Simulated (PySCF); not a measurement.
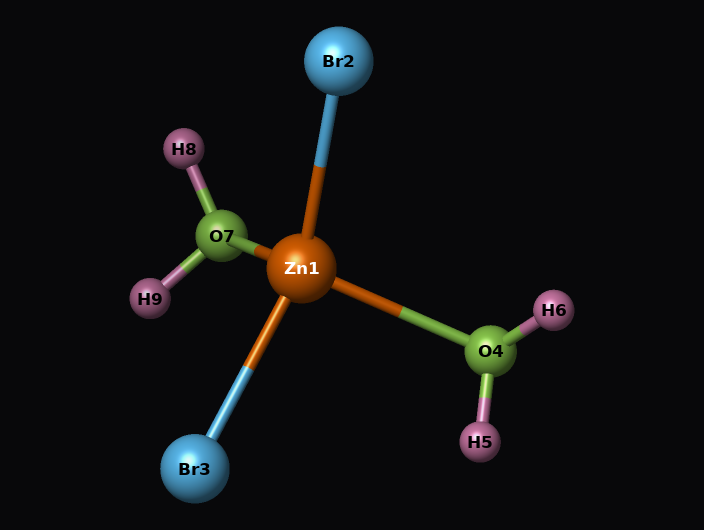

The computed structure is the end point of a PBE0-D3(BJ)/def2-SVP optimisation. No frequency run is at hand to confirm it as a minimum. Level of theory: delta-SCF UKS SCAN, pcX-2 on the ionised atom (unc-x2c-TZVPall on a metal), pcseg-1 elsewhere, spin-free X2C (PySCF 2.14.0).

Give the core-electron binding energies (to vacuum; p and d levels without spin–orbit splitting) of Zn1 2p, O4 1s.

```tsv
atom	level	binding energy (eV)
Zn1	2p	1034.7
O4	1s	541.0
```
